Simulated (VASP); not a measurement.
Input:

```
Ir
1.0
    2.54304     0.00000     0.00000
    0.00000     2.54304     0.00000
    0.00000     0.00000     2.54304
Ir
1
Direct
  0.00000   0.00000   0.00000
```

Method: PBEsol GGA, VASP's PBE PAW potentials (set 64) (plane waves; VASP). Numerical set-up: 400 eV cut-off, 16×16×16 Γ-centred mesh, tetrahedra with Blöchl corrections, potentials Ir.

Unless said otherwise, spin-orbit coupling is left out, though it shifts the bands of the heavy elements here.

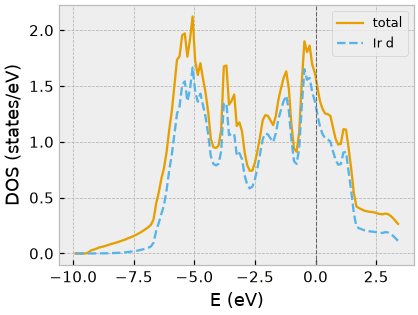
Figure: Total and projected density of states, zero at the Fermi level

Within 2 eV below the Fermi level the largest weight inside VASP's projection spheres is Ir d.

It has no gap at this level: it comes out as a metal or semimetal.

The structure was generated: Ir was put into the simple-cubic type (Pm-3m), which need not be its known phase. It was relaxed first.
